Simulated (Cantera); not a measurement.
Input: 1 mol Al, 1.1 mol I2, 27 mol N2, equilibrated at 14.0 mbar.

Method: chemical equilibrium by Gibbs-energy minimisation in Cantera with the NASA 1993 tables (ideal gas, pure condensed phases). Candidate condensed phases: Al, AlI3, AlN, I2; 10 gas species. The numbers say what is thermodynamically allowed, not how fast it happens.

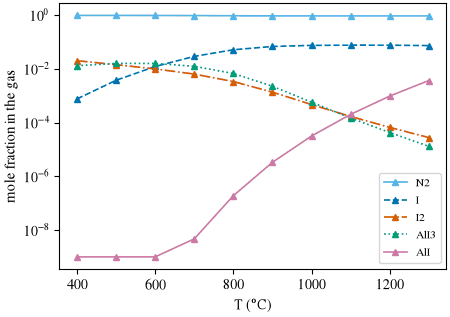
Fig. 1. Equilibrium gas composition (values under 1e-9 drawn at 1e-9)

Question: Read off the mole fractions at 1000 °C.

Answer: N2 about 0.92, I about 0.074, AlI3 about 0.00057, I2 about 0.00047, AlI about 3.1e-5.
